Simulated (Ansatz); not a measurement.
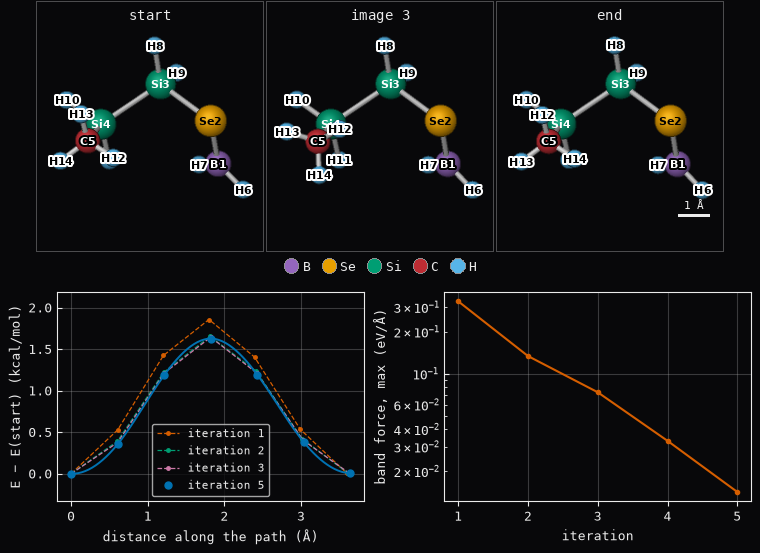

A nudged-elastic-band calculation for CH₉BSeSi₂. Images are numbered from 0 (start) to 6 (end). The plot follows the band through its iterations. A ball-and-stick model, seen at a tilt.

Method: Ansatz 0.2.0, RKS PBE0-D4/def2-SVP. Run with 5 movable images; climbing image; force threshold 0.03 eV/Å; iteration limit 44; starting path by image-dependent pair potential.

Q: How did the profile develop, and is the result final?

A: The result is final at these settings. The band converged in 5 iterations. The largest component of the band force went from 0.33 to 0.014 eV/Å. The climbing image converged on the top of the path. Its vibrational analysis gives one imaginary mode (171i cm⁻¹), as a transition state must have. The first iteration put the highest image at 1.86 kcal/mol. The barrier is about 1.63 kcal/mol in both directions, with image 3 at the top; the ends have the same energy.

Cost: 2.9 min on 2 threads of Arm Neoverse V1, on a shared host, peak memory 0.41 GiB.
